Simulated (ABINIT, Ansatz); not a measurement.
## SnO2 (Cassiterite): G0W0 with ABINIT, start to end

Wanted: ground state, empty states, screening and self-energy for SnO2 (Cassiterite).

Main program and level: ABINIT 10.8.3; PBE and many-body steps on it, plane waves.

**The experiments to reproduce.**

- Gap 3.6 eV: experimental gap quoted from earlier work; bulk crystal (quoted in “Study on the Photocatalytic Properties of Flower-Shaped SnO2”, 2022, pmc:9565917).

## Step 1: Starting point

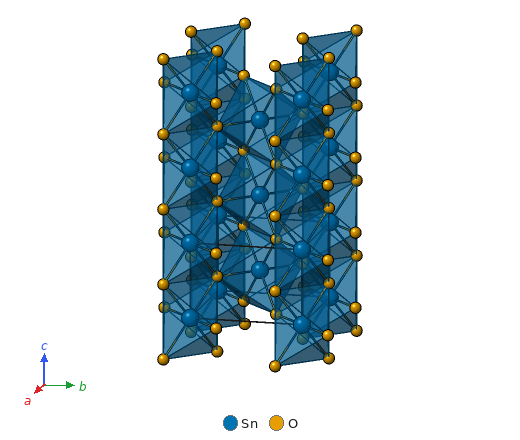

The cell as given, slightly off an axis (tin blue, oxygen orange). 1×1×3 cells are drawn. Some periodic images of atoms are drawn too.

The cell and positions come from the Crystallography Open Database and are kept as given unless a step says otherwise.

## Step 2: Ground state

This step: ABINIT 10.8.3; DFT, PBE, plane waves, norm-conserving pseudopotentials.

The ground-state density comes first.

The input, run.abi:

```
acell 3*1.0 Angstrom
rprim 
  4.738000000000 0.000000000000 0.000000000000
  0.000000000000 4.738000000000 0.000000000000
  0.000000000000 0.000000000000 3.186500000000
ntypat 2
znucl 50 8
natom 6
typat 1 1 2 2 2 2
xred 
  0.000000000000 0.000000000000 0.000000000000
  0.500000000000 0.500000000000 0.500000000000
  0.307100000000 0.307100000000 0.000000000000
  0.192900000000 0.807100000000 0.500000000000
  0.692900000000 0.692900000000 0.000000000000
  0.807100000000 0.192900000000 0.500000000000
pp_dirpath "pseudos"
pseudos "Sn.upf, O.upf"
ecut 42
ngkpt 4 4 6
nshiftk 1
shiftk 0 0 0
kptopt 1
chksymbreak 0
nband 41
occopt 1
tolvrs 1e-10
nstep 60
prtwf 0
optforces 0
optstress 0
indata_prefix "in"
outdata_prefix "out"
tmpdata_prefix "tmp"
```

Command:

```
> OMP_NUM_THREADS=1 mpirun -n 8 abinit run.abi > log
```

Numbers of over 12 decimals in the logs are rounded to 6 here.

The program printed:

```text
.Version 10.8.3 of ABINIT. v10.8.2 released Aug 2026.

 Symmetries : space group P4_2/m n m (#136); Bravais tP (primitive tetrag.)
================================================================================
 Values of the parameters that define the memory need of the present run
     intxc =       0    ionmov =       0      iscf =       7    lmnmax =       6
     lnmax =       6     mgfft =      54  mpssoang =       3    mqgrid =    3001
     natom =       6  nloc_mem =       1    nspden =       1   nspinor =       1
    nsppol =       1      nsym =      16    n1xccc =    2501    ntypat =       2
    occopt =       1   xclevel =       2
-    mband =          41        mffmem =           1         mkmem =           3
       mpw =        6296          nfft =      104976          nkpt =          24
================================================================================
  Rough estimation (10% accuracy) of disk space for files :
================================================================================

--------------------------------------------------------------------------------
------------- Echo of variables that govern the present computation ------------
--------------------------------------------------------------------------------
 -outvars: echo values of preprocessed input variables --------
            acell      1.8897261259E+00  1.8897261259E+00  1.8897261259E+00 Bohr

      chksymbreak           0
             ecut      4.20000000E+01 Hartree
-          fftalg         312

              ixc     -101130
              kpt      0.00000000E+00  0.00000000E+00  0.00000000E+00
                       2.50000000E-01  0.00000000E+00  0.00000000E+00
                       5.00000000E-01  0.00000000E+00  0.00000000E+00
                       2.50000000E-01  2.50000000E-01  0.00000000E+00
                       5.00000000E-01  2.50000000E-01  0.00000000E+00
                       5.00000000E-01  5.00000000E-01  0.00000000E+00
                       0.00000000E+00  0.00000000E+00  1.66666667E-01
                       2.50000000E-01  0.00000000E+00  1.66666667E-01
                       5.00000000E-01  0.00000000E+00  1.66666667E-01
   [... 13 further rows ...]
                       5.00000000E-01  2.50000000E-01  5.00000000E-01
                       5.00000000E-01  5.00000000E-01  5.00000000E-01
         kptrlatt        4    0    0      0    4    0      0    0    6
          kptrlen      3.58140895E+01
P           mkmem           3
            natom           6
            nband          41
            ngfft          54      54      36
             nkpt          24
            nstep          60
             nsym          16
           ntypat           2
              occ      2.000000  2.000000  2.000000  2.000000  2.000000  2.000000
                       2.000000  2.000000  2.000000  2.000000  2.000000  2.000000
                       2.000000  2.000000  2.000000  2.000000  2.000000  2.000000
                       2.000000  2.000000  2.000000  2.000000  2.000000  2.000000
                       2.000000  2.000000  2.000000  2.000000  2.000000  2.000000
                       2.000000  2.000000  2.000000  2.000000  0.000000  0.000000
                       0.000000  0.000000  0.000000  0.000000  0.000000
        optforces           0
        optstress           0
            prtwf           0
            rprim      4.7380000000E+00  0.0000000000E+00  0.0000000000E+00
[...]
spgroup         136

           tolvrs      1.00000000E-10

             xred      0.0000000000E+00  0.0000000000E+00  0.0000000000E+00
[...]
znucl       50.00000    8.00000

================================================================================

 chkinp: Checking input parameters for consistency.

================================================================================
== DATASET  1 ==================================================================
-   mpi_nproc: 8, omp_nthreads: 1 (-1 if OMP is not activated)

--- !DatasetInfo
iteration_state: {dtset: 1, }
dimensions: {natom: 6, nkpt: 24, mband: 41, nsppol: 1, nspinor: 1, nspden: 1, mpw: 6296, }
cutoff_energies: {ecut:  42.0, pawecutdg:  -1.0, }
electrons: {nelect:   6.80000000E+01, charge:   0.00000000E+00, occopt:   1.00000000E+00, tsmear:   1.00000000E-02, }

 Real(R)+Recip(G) space primitive vectors, cartesian coordinates (Bohr,Bohr^-1):
 R(1)=  8.9535224  0.0000000  0.0000000  G(1)=  0.1116879  0.0000000  0.0000000
 R(2)=  0.0000000  8.9535224  0.0000000  G(2)=  0.0000000  0.1116879  0.0000000
 R(3)=  0.0000000  0.0000000  6.0216123  G(3)=  0.0000000  0.0000000  0.1660685
 Unit cell volume ucvol=  4.8272594E+02 bohr^3
 Angles (23,13,12)=  9.00000000E+01  9.00000000E+01  9.00000000E+01 degrees

 getcut: wavevector=  0.0000  0.0000  0.0000  ngfft=  54  54  36
         ecut(hartree)=     42.000   => boxcut(ratio)=   2.04927

--- Pseudopotential description ------------------------------------------------
- Sn Generated using ONCVPSP code by D. R. Hamann
- 50.00000  22.00000  171031                  znucl, zion, pspdat
12 -101130 2 -1 1628                          pspcod,pspxc,lmax,lloc,mmax
     nproj     2     2     2
  pspatm : epsatm=   27.31087254
         --- l  ekb(1:nproj) -->
[...]
pspatm: atomic psp has been read  and splines computed

- O Generated using ONCVPSP code by D. R. Hamann
-  8.00000   6.00000  171031                  znucl, zion, pspdat
12 -101130 2 -1 936                           pspcod,pspxc,lmax,lloc,mmax
     nproj     2     2     1
  pspatm : epsatm=    6.17005460
         --- l  ekb(1:nproj) -->
[...]
2   -1.331955
 pspatm: atomic psp has been read  and splines computed

   5.39253352E+03                                ecore*ucvol(ha*bohr**3)
--------------------------------------------------------------------------------

_setup2: Arith. and geom. avg. npw (full set) are    6276.344    6276.333

================================================================================

--- !BeginCycle
iteration_state: {dtset: 1, }
solver: {iscf: 7, nstep: 60, nline: 4, wfoptalg: 0, }
tolerances: {tolvrs: 1.00E-10, }

     iter   Etot(hartree)      deltaE(h)  residm     vres2
 ETOT  1  -508.63668929118    -5.086E+02 2.196E-01 1.209E+03
 ETOT  2  -509.05887037937    -4.222E-01 2.857E-02 1.183E+03
 ETOT  3  -509.49154456592    -4.327E-01 1.897E-02 1.499E+01
 ETOT  4  -509.49543743827    -3.893E-03 3.404E-03 1.151E+00
 ETOT  5  -509.49584511455    -4.077E-04 2.068E-03 8.763E-02
 ETOT  6  -509.49586478160    -1.967E-05 8.917E-04 2.898E-03
 ETOT  7  -509.49586499951    -2.179E-07 7.431E-04 2.571E-05
 ETOT  8  -509.49586500294    -3.432E-09 4.302E-04 5.826E-07
 ETOT  9  -509.49586500302    -8.112E-11 3.204E-04 3.678E-08
 ETOT 10  -509.49586500301     1.000E-11 2.448E-04 1.148E-09
 ETOT 11  -509.49586500304    -2.962E-11 2.319E-04 6.777E-11

 At SCF step   11       vres2   =  6.78E-11 < tolvrs=  1.00E-10 =>converged.

--- !ResultsGS
iteration_state: {dtset: 1, }
comment   : Summary of ground state results
lattice_vectors:
- [  8.9535224,   0.0000000,   0.0000000, ]
- [  0.0000000,   8.9535224,   0.0000000, ]
- [  0.0000000,   0.0000000,   6.0216123, ]
lattice_lengths: [   8.95352,    8.95352,    6.02161, ]
lattice_angles: [ 90.000,  90.000,  90.000, ] # degrees, (23, 13, 12)
lattice_volume:   4.8272594E+02
convergence: {deltae: -2.962E-11, res2:  6.777E-11, residm:  2.319E-04, diffor:  0.000E+00, }
etotal    :  -5.09495865E+02
entropy   :   0.00000000E+00
fermie    :   2.49058631E-01
cartesian_stress_tensor: null
pressure_GPa: null
xred      :
- [  0.0000E+00,   0.0000E+00,   0.0000E+00, Sn]
- [  5.0000E-01,   5.0000E-01,   5.0000E-01, Sn]
- [  3.0710E-01,   3.0710E-01,   0.0000E+00,  O]
- [  1.9290E-01,   8.0710E-01,   5.0000E-01,  O]
- [  6.9290E-01,   6.9290E-01,   0.0000E+00,  O]
- [  8.0710E-01,   1.9290E-01,   5.0000E-01,  O]
cartesian_forces: null
force_length_stats: {min: null, max: null, mean: null, }

 Integrated electronic density in atomic spheres:
 ------------------------------------------------
 Atom  Sphere_radius  Integrated_density
[...]
================================================================================

 ----iterations are completed or convergence reached----

 Mean square residual over all n,k,spin=   67.387E-08; max=  23.190E-05
 reduced coordinates (array xred) for    6 atoms
[...]
0.500000000000      0.500000000000      0.500000000000
       0.307100000000      0.307100000000      0.000000000000
       0.192900000000      0.807100000000      0.500000000000
       0.692900000000      0.692900000000      0.000000000000
       0.807100000000      0.192900000000      0.500000000000
 rms dE/dt=  0.0000E+00; max dE/dt=  0.0000E+00; dE/dt below (all hartree)
    1       0.000000000000      0.000000000000      0.000000000000
    2       0.000000000000      0.000000000000      0.000000000000
    3       0.000000000000      0.000000000000      0.000000000000
    4       0.000000000000      0.000000000000      0.000000000000
    5       0.000000000000      0.000000000000      0.000000000000
    6       0.000000000000      0.000000000000      0.000000000000

 cartesian coordinates (angstrom) at end:
    1      0.000000     0.000000     0.000000
    2      2.369000     2.369000     1.593250
    3      1.455040     1.455040     0.000000
    4      0.913960     3.824040     1.593250
    5      3.282960     3.282960     0.000000
    6      3.824040     0.913960     1.593250
 length scales=  1.889726125908  1.889726125908  1.889726125908 bohr
              =  1.000000000000  1.000000000000  1.000000000000 angstroms
 prteigrs : about to open file out_EIG
 Fermi (or HOMO) energy (hartree) =   0.24906   Average Vxc (hartree)=  -0.42434
 Eigenvalues (hartree) for nkpt=  24  k points:
 kpt#   1, nband= 41, wtk=  0.01042, kpt=  0.0000  0.0000  0.0000 (reduced coord)
  -4.45122   -4.45122   -2.82797   -2.82797   -2.82638   -2.82638   -2.82622   -2.82621
  -0.52850   -0.50088   -0.49067   -0.48981   -0.48981   -0.48655   -0.48526   -0.48206
  -0.48100   -0.48100   -0.44591   -0.37776   -0.37776   -0.31287   -0.04845    0.10009
   0.10009    0.10339    0.13529    0.17389    0.17716    0.20329    0.20329    0.22098
   0.22098    0.24906    0.29623    0.47480    0.48381    0.48381    0.63508    0.64049
   0.69479
 prteigrs : prtvol=0 or 1, do not print more k-points.

--- !EnergyTerms
iteration_state     : {dtset: 1, }
comment             : Components of total free energy in Hartree
kinetic             :  2.00434493866220E+02
hartree             :  1.58895150068906E+02
xc                  : -7.12084152047545E+01
Ewald energy        : -2.98339747503783E+02
psp_core            :  1.11710042103051E+01
local_psp           : -4.87139504680541E+02
non_local_psp       : -2.33088457593944E+01
total_energy        : -5.09495865003043E+02
total_energy_eV     : -1.38640887733280E+04
band_energy         : -6.12362511478776E+01

== END DATASET(S) ==============================================================
================================================================================

 -outvars: echo values of variables after computation  --------
           etotal     -5.0949586500E+02
            nband          41
             nkpt          24
          spgroup         136
 [... the other variables as echoed above ...]

 Calculation completed.
```

Run time: 38 s. Hardware: 8 MPI ranks of Arm Neoverse V1, shared host; peak memory 0.77 GiB.

Numbers from this step:

- total energy: -13864.0888 eV
- gap: 1.284 eV
- k of the valence top: 0, 0, 0
- k of the conduction bottom: 0, 0, 0
- least direct gap: 1.284 eV

The gap is direct, at Γ.

## Step 3: Empty states on the mesh, 4×4×4 mesh, 271 bands

The sums over transitions need many empty states on a uniform mesh; this step solves for them.

Edit run.abi of step 2 so:

```diff
@@ -19,3 +19,3 @@
 ecut 42
-ngkpt 4 4 6
+ngkpt 4 4 4
 nshiftk 1
@@ -24,9 +24,10 @@
 chksymbreak 0
-nband 41
-occopt 1
-tolvrs 1e-10
+iscf -2
+irdden 1
+istwfk *1
+nband 271
+nbdbuf 24
+tolwfr 1e-09
 nstep 60
-prtwf 0
-optforces 0
-optstress 0
+prtvol 0
 indata_prefix "in"
```

The program printed:

```text
.Version 10.8.3 of ABINIT. v10.8.2 released Aug 2026.

 Symmetries : space group P4_2/m n m (#136); Bravais tP (primitive tetrag.)
[... echo of the input left out ...]
== DATASET  1 ==================================================================
-   mpi_nproc: 8, omp_nthreads: 1 (-1 if OMP is not activated)

--- !DatasetInfo
iteration_state: {dtset: 1, }
dimensions: {natom: 6, nkpt: 18, mband: 271, nsppol: 1, nspinor: 1, nspden: 1, mpw: 6312, }
cutoff_energies: {ecut:  42.0, pawecutdg:  -1.0, }
electrons: {nelect:   6.80000000E+01, charge:   0.00000000E+00, occopt:   1.00000000E+00, tsmear:   1.00000000E-02, }

 Real(R)+Recip(G) space primitive vectors, cartesian coordinates (Bohr,Bohr^-1):
 R(1)=  8.9535224  0.0000000  0.0000000  G(1)=  0.1116879  0.0000000  0.0000000
 R(2)=  0.0000000  8.9535224  0.0000000  G(2)=  0.0000000  0.1116879  0.0000000
 R(3)=  0.0000000  0.0000000  6.0216123  G(3)=  0.0000000  0.0000000  0.1660685
 Unit cell volume ucvol=  4.8272594E+02 bohr^3
 Angles (23,13,12)=  9.00000000E+01  9.00000000E+01  9.00000000E+01 degrees

 getcut: wavevector=  0.0000  0.0000  0.0000  ngfft=  54  54  36
         ecut(hartree)=     42.000   => boxcut(ratio)=   2.04927

--- Pseudopotential description ------------------------------------------------
- Sn Generated using ONCVPSP code by D. R. Hamann
- 50.00000  22.00000  171031                  znucl, zion, pspdat
12 -101130 2 -1 1628                          pspcod,pspxc,lmax,lloc,mmax
     nproj     2     2     2
  pspatm : epsatm=   27.31087254
         --- l  ekb(1:nproj) -->
             0    9.701792   -0.671203
             1    4.046855   -0.266328
             2   -2.346641   -0.600143
 pspatm: atomic psp has been read  and splines computed

- O Generated using ONCVPSP code by D. R. Hamann
-  8.00000   6.00000  171031                  znucl, zion, pspdat
12 -101130 2 -1 936                           pspcod,pspxc,lmax,lloc,mmax
     nproj     2     2     1
  pspatm : epsatm=    6.17005460
         --- l  ekb(1:nproj) -->
[...]
2   -1.331955
 pspatm: atomic psp has been read  and splines computed

--------------------------------------------------------------------------------

================================================================================
 prteigrs : about to open file out_EIG
 Non-SCF case, kpt    1 (  0.00000  0.00000  0.00000), residuals and eigenvalues=
  1.20E-10  1.46E-10  1.48E-10  2.03E-10  1.19E-10  2.14E-10  1.70E-10  1.47E-10
  3.98E-10  3.45E-10  3.07E-10  1.83E-10  5.08E-10  2.39E-10  3.47E-10  4.08E-10
  2.51E-10  3.49E-10  3.89E-11  4.69E-11  3.83E-10  1.71E-10  5.44E-11  5.07E-11
[...]
5.26E-05  3.06E-05  4.92E-05  3.27E-04  7.63E-04  5.15E-04  2.68E-03
 -4.4512E+00 -4.4512E+00 -2.8280E+00 -2.8280E+00 -2.8264E+00 -2.8264E+00
 -2.8262E+00 -2.8262E+00 -5.2850E-01 -5.0088E-01 -4.9067E-01 -4.8981E-01
 -4.8981E-01 -4.8655E-01 -4.8526E-01 -4.8206E-01 -4.8100E-01 -4.8100E-01
[...]
4.5065E+00  4.5126E+00  4.5127E+00  4.5201E+00  4.5212E+00  4.5585E+00
  4.5589E+00  4.5598E+00  4.5601E+00  4.5607E+00  4.5643E+00  4.5675E+00
  4.5787E+00
 prteigrs : prtvol=0 or 1, do not print more k-points.

--- !ResultsGS
iteration_state: {dtset: 1, }
comment   : Summary of ground state results
lattice_vectors:
- [  8.9535224,   0.0000000,   0.0000000, ]
- [  0.0000000,   8.9535224,   0.0000000, ]
- [  0.0000000,   0.0000000,   6.0216123, ]
lattice_lengths: [   8.95352,    8.95352,    6.02161, ]
lattice_angles: [ 90.000,  90.000,  90.000, ] # degrees, (23, 13, 12)
lattice_volume:   4.8272594E+02
convergence: {deltae:  0.000E+00, res2:  0.000E+00, residm:  9.991E-10, diffor:  0.000E+00, }
etotal    :  -5.09495865E+02
entropy   :   0.00000000E+00
fermie    :   2.49058631E-01
cartesian_stress_tensor: null
pressure_GPa: null
xred      :
- [  0.0000E+00,   0.0000E+00,   0.0000E+00, Sn]
- [  5.0000E-01,   5.0000E-01,   5.0000E-01, Sn]
- [  3.0710E-01,   3.0710E-01,   0.0000E+00,  O]
- [  1.9290E-01,   8.0710E-01,   5.0000E-01,  O]
- [  6.9290E-01,   6.9290E-01,   0.0000E+00,  O]
- [  8.0710E-01,   1.9290E-01,   5.0000E-01,  O]
cartesian_forces: null
force_length_stats: {min: null, max: null, mean: null, }

 Integrated electronic density in atomic spheres:
 ------------------------------------------------
 Atom  Sphere_radius  Integrated_density
[...]
================================================================================

 ----iterations are completed or convergence reached----

 Mean square residual over all n,k,spin=   34.487E-11; max=  99.906E-11
 reduced coordinates (array xred) for    6 atoms
[...]
0.692900000000      0.692900000000      0.000000000000
       0.807100000000      0.192900000000      0.500000000000

 cartesian coordinates (angstrom) at end:
    1      0.000000     0.000000     0.000000
    2      2.369000     2.369000     1.593250
    3      1.455040     1.455040     0.000000
    4      0.913960     3.824040     1.593250
    5      3.282960     3.282960     0.000000
    6      3.824040     0.913960     1.593250
 length scales=  1.889726125908  1.889726125908  1.889726125908 bohr
              =  1.000000000000  1.000000000000  1.000000000000 angstroms
 prteigrs : about to open file out_EIG
 Eigenvalues (hartree) for nkpt=  18  k points:
 kpt#   1, nband=271, wtk=  0.01563, kpt=  0.0000  0.0000  0.0000 (reduced coord)
[...]
4.38916    4.39490    4.39490    4.42147    4.44648    4.45333    4.45869    4.47150
   4.47150    4.50645    4.50646    4.51263    4.51266    4.52011    4.52120    4.55848
   4.55886    4.55983    4.56013    4.56075    4.56429    4.56750    4.57868
 prteigrs : prtvol=0 or 1, do not print more k-points.

== END DATASET(S) ==============================================================
================================================================================

 -outvars: echo values of variables after computation  --------
            nband         271
             nkpt          18
          spgroup         136
 [... the other variables as echoed above ...]

 Calculation completed.
```

Run time: 4.5 min. Hardware: 8 MPI ranks; peak memory 1.1 GiB; 36 min of CPU time.

This step gave:

```yaml
gap: 1.284 eV
k_of_the_valence_top: 0, 0, 0
k_of_the_conduction_bottom: 0, 0, 0
least_direct_gap: 1.284 eV
k_points_computed: 18
lowest_point_of_the_top_converged_band_above_the_valence_top: 109.8554 eV
```

On this mesh the gap is 1.284 eV.

(Part 1 of 2 ends here.)

[Paths, hosts, dates, memory and timing lines, banners, echoed tables and standing remarks are left out of the program output.]

[Logs are printed without paths, hosts, clocks, repeated set-up lines and the standing remarks that a program may print on its own settings, such as how far it seeks lower states.]

[Runs of the session that timed out or met a known fault of the program may be left out.]

[Hosts, paths, dates, database ids (printed as entryN), source tags and the programs' standing remarks are cut or masked in the printed files.]

[G0W0 gaps are taken among the corrected bands and points alone; a level outside them can change the order at an edge.]

[Where Ansatz stands beside ABINIT at settings called matched, ABINIT's density can come from a denser mesh and the files from another edition; pairs whose starting gaps differed by over 0.03 eV were left out, so agreement reads better than it is.]
